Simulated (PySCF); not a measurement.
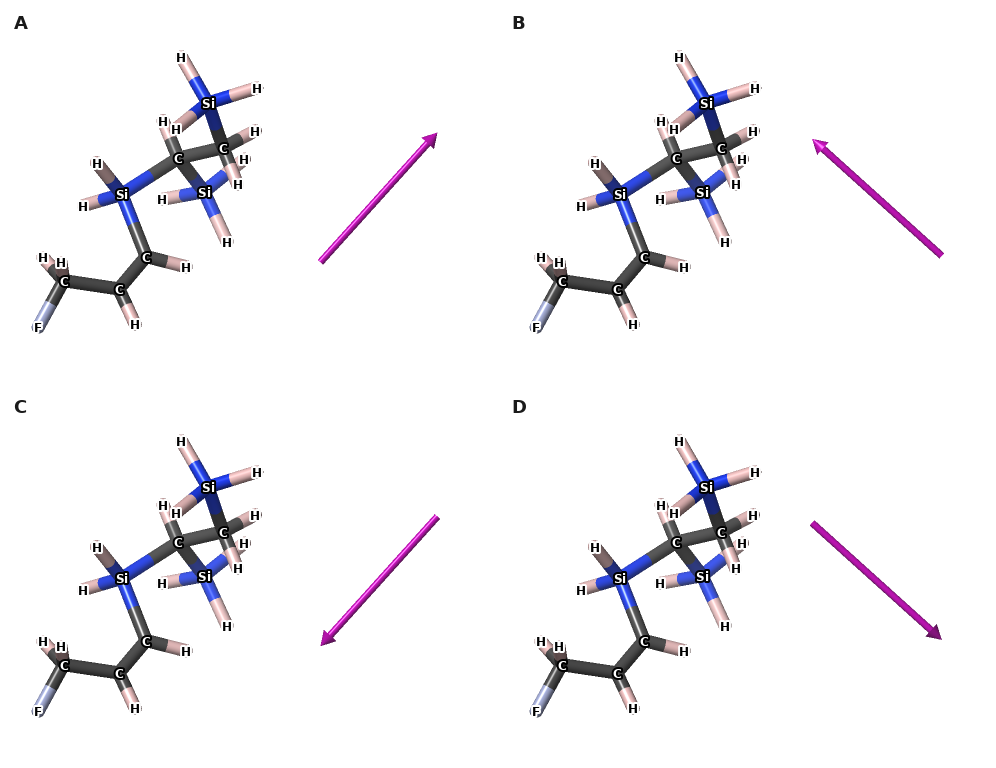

The same molecule four times, each with an arrow. The computed structure is the end point of a GFN2-xTB optimisation. No frequency run is at hand to confirm it as a minimum. Method: PBE0/pcSseg-1, gas phase (PySCF 2.14.0).

**Which arrow points along the dipole moment, from the negative to the positive end?**

A. The dipole moment is 1.85 D.

The geometry is semi-empirical. Around Si such bond lengths and angles can be off by a tenth of an ångström or more and by several degrees, and values that hang on the shape move with them.
